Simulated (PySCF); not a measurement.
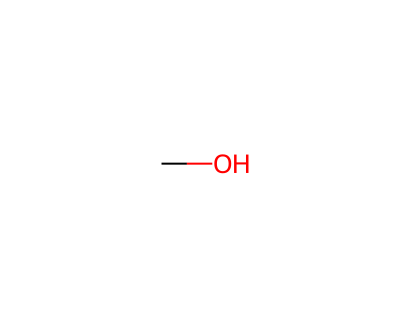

A structural formula.

Give its SMILES.

CO

Give the formula, hydrogens included.

CH4O.

An optimisation with PBE0-D3(BJ)/def2-SVP gave a structure of which point group?

Cs.

The parts below concern this one geometry. Atoms keep their numbers from picture to picture. The computed structure is the end point of a PBE0-D3(BJ)/def2-SVP optimisation. No frequency run is at hand to confirm it as a minimum.

### Electronic properties

No frequency run is at hand to confirm it as a minimum. Method: PBE0/pcSseg-1, gas phase (PySCF 2.14.0).

What does the calculation give?

- dipole moment: 1.73 D
- HOMO energy (Kohn–Sham orbital): −7.75 eV
- LUMO energy (Kohn–Sham orbital): 1.48 eV
- HOMO–LUMO gap: 9.23 eV

### Spin–spin coupling

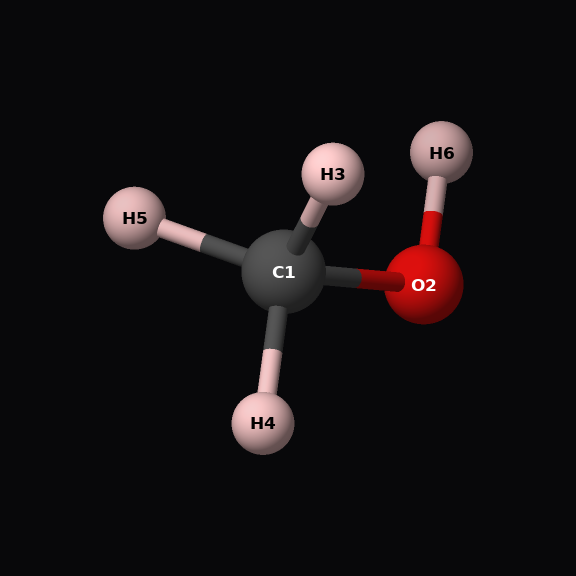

No frequency run is at hand to confirm it as a minimum. Level of theory: B3LYP/pcJ-1 indirect spin-spin coupling, non-relativistic, gas phase (PySCF 2.14.0). Isotopes: 13C, 1H, 17O.

Give the spin–spin coupling constants of these pairs, with the number of bonds between them: C1/O2, C1/H5, C1/H4, O2/H6, O2/H5, O2/H4, O2/H3, H3/H5, H3/H4, H4/H5, H3/H6, H4/H6, H5/H6.

| pair | bonds apart | J (Hz) |
| --- | --- | --- |
| C1, O2 | 1 | 19.1 |
| C1, H5 | 1 | 141.4 |
| C1, H4 | 1 | 147.7 |
| O2, H6 | 1 | −70.7 |
| O2, H5 | 2 | −2.5 |
| O2, H4 | 2 | −14.8 |
| O2, H3 | 2 | −2.5 |
| H3, H5 | 2 | −7.7 |
| H3, H4 | 2 | −13.0 |
| H4, H5 | 2 | −13.0 |
| H3, H6 | 3 | 1.5 |
| H4, H6 | 3 | 18.1 |
| H5, H6 | 3 | 1.7 |

### NMR shielding

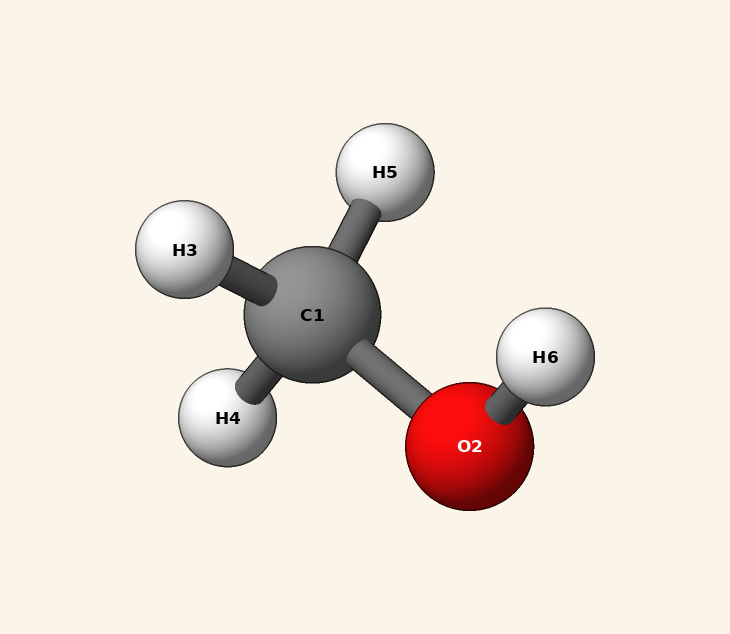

No frequency run is at hand to confirm it as a minimum. Method: GIAO PBE0/pcSseg-1 NMR shielding, non-relativistic, gas phase (PySCF 2.14.0). Principal shieldings σ11 ≤ σ22 ≤ σ33, span Ω = σ33 − σ11, skew κ = 3(σiso − σ22)/Ω.

Give the shielding tensors of the C atoms.

```json
{"atom": "C1", "σ11": "102.4", "σ22": "111.7", "σ33": "181.6", "σiso": "131.9", "Ω": "79.2", "κ": "0.77"}
```

Shieldings and span in ppm.

### Quadrupole coupling

No frequency run is at hand to confirm it as a minimum. Electric field gradients from the ground-state density, B3LYP/pcJ-1 (PySCF 2.14.0), non-relativistic apart from any core potentials.

Give the largest field-gradient component, the quadrupole coupling constant and the asymmetry for 17O at O2 (Q = −25.6 mb), 2H at H3 (Q = 2.86 mb), 2H at H4 (Q = 2.86 mb).

```tsv
atom	V_zz (a.u.)	e²qQ/h (MHz)	η
O2	−2.031	12.22	0.88
H3	0.264	0.177	0.08
H4	0.276	0.185	0.07
```
